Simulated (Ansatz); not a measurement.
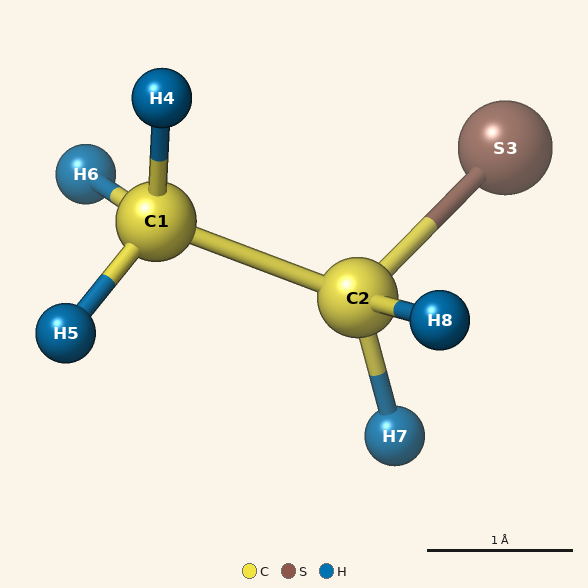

The picture comes from a calculation with Ansatz.

Orthographic view. Distant atoms are faded towards the background colour. Charge 0, doublet. Geometry: moved along internal coordinates away from the minimum.

Write a Z-matrix (Å, degrees) in the order of the atom numbers, with these reference atoms: 2 to 1; 3 to 2, 1; 4 to 1, 2, 3; 5 to 1, 4, 2; 6 to 1, 5, 4; 7 to 2, 1, 5; 8 to 2, 7, 3.

```
C  
C    1   1.515
S    2   1.788   1   115.5
H    1   1.094   2   110.6   3   -72.2
H    1   1.091   4   108.3   2   121.7
H    1   1.091   5   107.8   4  -116.9
H    2   1.097   1   126.7   5    46.2
H    2   1.097   7    96.8   3  -107.3
```
